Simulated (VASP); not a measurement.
Band structure of SiO2 (space group P4_2/mnm). Calculation: PBE GGA, VASP's PBE PAW potentials (set 64) (plane waves; VASP).

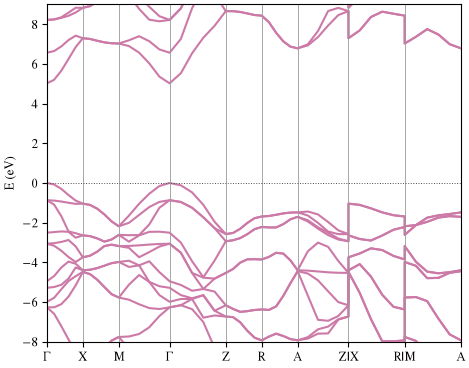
Bands along high-symmetry lines, zero at the valence-band maximum or, without a gap, the Fermi level

Task: Read the plot: is there a gap, and where are the band edges?

Result: The gap is direct, 5.02 eV, from the valence maximum at Γ to the conduction minimum at Γ.

The structure is a typed SiO2 crystal (P4_2/mnm). The cell was not relaxed at this level.
